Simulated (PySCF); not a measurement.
**One shape, several levels: CH5Si (SMILES [CH2][SiH3])**

Wanted: a comparison of 6 runs (UPBE/STO-3G, USVWN5/STO-3G, UMP2/STO-3G, UCISD/STO-3G, ROCCSD(T)/STO-3G, UCCSD(T)/STO-3G) of CH5Si. Input form: a Python script.

The results are computed with PySCF 2.14.0.

4 further runs of the same task are left out: 4 set aside as unsound or not needed.

### Step 1. Starting point

The species is CH5Si (7 atoms), meant as a doublet with charge 0. As SMILES, `[CH2][SiH3]`. The Si2–H6 distance was set to 1.785 Å, away from the relaxed value.

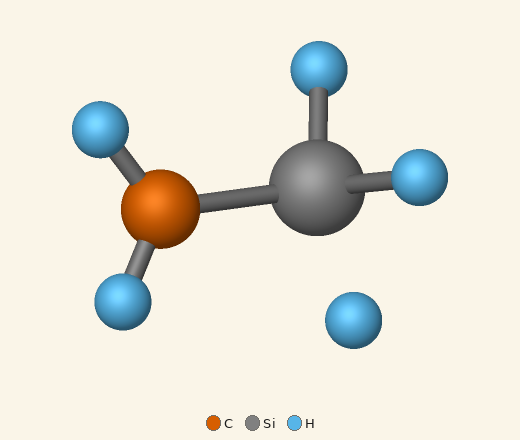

Viewed from a chosen angle; carbon orange, silicon grey, hydrogen blue.

### Step 2. The energy at UPBE/STO-3G (run 1)

run.py

```python
from pyscf import gto, dft

molecule = gto.M(
    atom='''
C   -0.002189  -1.245069  -0.150772
Si   0.302711   0.567731  -0.227172
H   -0.968589  -1.664269   0.110328
H    0.758711  -1.976869  -0.401972
H   -0.020789   1.114531  -1.577272
H   -0.719700   1.420100   0.961800
H    1.733511   0.863531   0.050328
''',
    spin=1,
    verbose=4,
    charge=0,
    max_memory=1860,
    basis='sto-3g',
)

mf = dft.UKS(molecule)
mf.xc = 'pbe'
mf.conv_tol = 1e-10
mf.grids.level = 5
mf.kernel()
if not mf.converged:
    mf = mf.newton().run(mf.mo_coeff, mf.mo_occ)

e_final = mf.e_tot
print('E(%s) = %.9f' % ('PBE', e_final))
```

Run with:

```console
$ OMP_NUM_THREADS=1 python run.py
```

Log:

```text
PySCF version 2.14.0

[... 100 lines left out ...]
converged SCF energy = -326.43179263033  <S^2> = 0.75397137  2S+1 = 2.0039674
E(PBE) = -326.431792630
```

Run time: 3 s. Hardware: 1 thread of Intel Xeon 6975P-C (Granite Rapids), shared host; peak memory 0.21 GiB.

### Step 3. A single-point energy at USVWN5/STO-3G (run 2)

input.py

```python
from pyscf import gto, dft

molecule = gto.M(
    atom='''
C     -0.004137    -2.352839    -0.284918
Si     0.572041     1.072856    -0.429293
H     -1.830368    -3.145013     0.208490
H      1.433756    -3.735741    -0.759617
H     -0.039286     2.106158    -2.980612
H     -1.360036     2.683600     1.817539
H      3.275861     1.631837     0.095106
''',
    verbose=3,
    charge=0,
    max_memory=1860,
    basis='sto-3g',
    unit='bohr',
    spin=1,
)

mf = dft.UKS(molecule)
mf.xc = 'svwn'
mf.grids.level = 5
mf.conv_tol = 1e-10
mf.kernel()
if not mf.converged:
    mf = mf.newton().run(mf.mo_coeff, mf.mo_occ)

etot = mf.e_tot
print('Final energy', etot)
```

Run with:

```console
$ OMP_NUM_THREADS=1 python input.py
```

Log:

```text
converged SCF energy = -325.042316484529  <S^2> = 0.75337375  2S+1 = 2.0033709
Final energy -325.0423164845289
```

It took 1.9 s on 1 thread of Intel Xeon 6975P-C (Granite Rapids), shared host; peak memory 0.15 GiB.

Runs 3 to 4 aren't shown in full; the table further down has their settings and results.

### Step 4. The energy at ROCCSD(T)/STO-3G (run 5)

input.py

```python
from pyscf import gto, scf, cc

system = gto.M(
    atom='''
C     -0.004137    -2.352839    -0.284918
Si     0.572041     1.072856    -0.429293
H     -1.830368    -3.145013     0.208490
H      1.433756    -3.735741    -0.759617
H     -0.039286     2.106158    -2.980612
H     -1.360036     2.683600     1.817539
H      3.275861     1.631837     0.095106
''',
    charge=0,
    spin=1,
    max_memory=1860,
    verbose=3,
    unit='bohr',
    basis='sto-3g',
)

mf = scf.ROHF(system)
mf.conv_tol = 1e-10
mf.kernel()
if not mf.converged:
    mf = mf.newton().run(mf.mo_coeff, mf.mo_occ)

mycc = cc.CCSD(mf, frozen=6)
mycc.kernel()
e_t = mycc.ccsd_t()
etot = mycc.e_tot + e_t
print('E(%s) = %.9f' % ('CCSD(T)', etot))
```

Run with:

```console
$ OMP_NUM_THREADS=1 python input.py
```

Log:

```text
converged SCF energy = -325.811238391848

WARN: RCCSD method does not support ROHF method. ROHF object is converted to UHF object and UCCSD method is called.

E(UCCSD) = -325.9406538642278  E_corr = -0.1294154723802453
UCCSD(T) correction = -0.00096111343891639
E(CCSD(T)) = -325.941614978
```

Run time: 0.56 s. Hardware: 1 thread of Intel Xeon 6975P-C (Granite Rapids), shared host; peak memory 0.12 GiB.

### Step 5. A single-point energy at UCCSD(T)/STO-3G (run 6)

job.py

```python
from pyscf import gto, scf, cc

system = gto.Mole()
system.atom = '''
C     -0.002189    -1.245069    -0.150772
Si     0.302711     0.567731    -0.227172
H     -0.968589    -1.664269     0.110328
H      0.758711    -1.976869    -0.401972
H     -0.020789     1.114531    -1.577272
H     -0.719700     1.420100     0.961800
H      1.733511     0.863531     0.050328
'''
system.basis = 'sto-3g'
system.verbose = 3
system.max_memory = 1860
system.spin = 1
system.build()

hf = scf.UHF(system)
hf.conv_tol = 1e-10
hf.kernel()
if not hf.converged:
    hf = hf.newton().run(hf.mo_coeff, hf.mo_occ)

mycc = cc.CCSD(hf, frozen=6)
mycc.kernel()
e_t = mycc.ccsd_t()
e_final = mycc.e_tot + e_t
print('Final energy', e_final)
```

Run with:

```console
$ OMP_NUM_THREADS=1 python job.py
```

Log:

```text
converged SCF energy = -325.815780200172  <S^2> = 0.76803381  2S+1 = 2.0179532
E(UCCSD) = -325.9406470009762  E_corr = -0.124866800803746
UCCSD(T) correction = -0.000961469556781444
Final energy -325.94160847053297
```

It took 0.5 s on 1 thread of Intel Xeon 6975P-C (Granite Rapids), shared host; peak memory 0.1 GiB.

### Step 6. Overview of the runs

| run | level | integration grid | frozen core orbitals | energy (Eh) | dipole moment (D) of the reference | HOMO energy (eV) | LUMO energy (eV) | wall time |
| --- | --- | --- | --- | --- | --- | --- | --- | --- |
| 1 | UPBE/STO-3G | 5 | – | -326.431793 | 0.33 | -2.77 | 0.36 | 3 s |
| 2 | USVWN5/STO-3G | 5 | – | -325.042316 | 0.26 | -2.41 | -0.04 | 1.9 s |
| 3 | UMP2/STO-3G | – | 6 | -325.899622 | 0.34 | -8.80 | 8.22 | 0.48 s |
| 4 | UCISD/STO-3G | – | 6 | -325.932625 | 0.34 | -8.80 | 8.22 | 0.44 s |
| 5 | ROCCSD(T)/STO-3G | – | 6 | -325.941615 | 0.34 | – | – | 0.56 s |
| 6 | UCCSD(T)/STO-3G | – | 6 | -325.941608 | 0.34 | -8.80 | 8.22 | 0.5 s |

### Step 7. Outcome

```
                                                         quantity          value
                                              run 6: total energy  -325.94161 Eh
                      run 6: dipole moment (Hartree–Fock density)         0.34 D
run 6: HOMO energy (Hartree–Fock orbitals) (highest over α and β)       -8.80 eV
 run 6: LUMO energy (Hartree–Fock orbitals) (lowest over α and β)        8.22 eV
               run 6: correlation energy (6 core orbitals frozen)     -125.8 mEh
                                            run 6: (T) correction      -0.96 mEh
                         run 6: ⟨S²⟩ of the reference determinant          0.768
                                             run 6: T1 diagnostic          0.007
```

**Reading.** Totals of different functionals can't be ranked against each other. In runs 1, 2, 3, 4, 5, 6 the basis is minimal, so the values are rough. All runs together took 6.8 s, the longest 3 s.
